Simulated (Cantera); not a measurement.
A closed system holds: 1 mol Si3H8, 12 mol H2, a varied amount of Cl2, equilibrated at 725 °C and 1 atm.

Cantera equilibrium calculation (NASA polynomials, part measured and part estimated; ideal gas, pure solids and liquids). Candidate condensed phases: Si; 19 gas species. The feed counts by its element totals alone. The tables' values for SiCl3 are old estimates; treat these amounts as uncertain. Kinetics and transport are ignored.

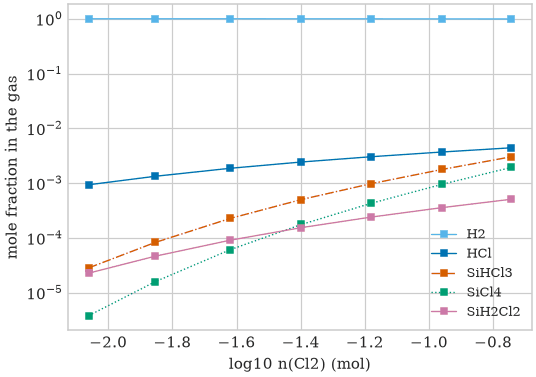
Fig. 1. Equilibrium gas composition (values under 1e-9 drawn at 1e-9)

From 0.0087 mol Cl2 to 0.18 mol Cl2 the condensed part is Si(s). The main Si-bearing gas is SiHCl3 throughout. The share of Si in condensed phases is highest at 0.0087 mol Cl2 (100.0 %) and lowest at 0.18 mol Cl2 (97.0 %).
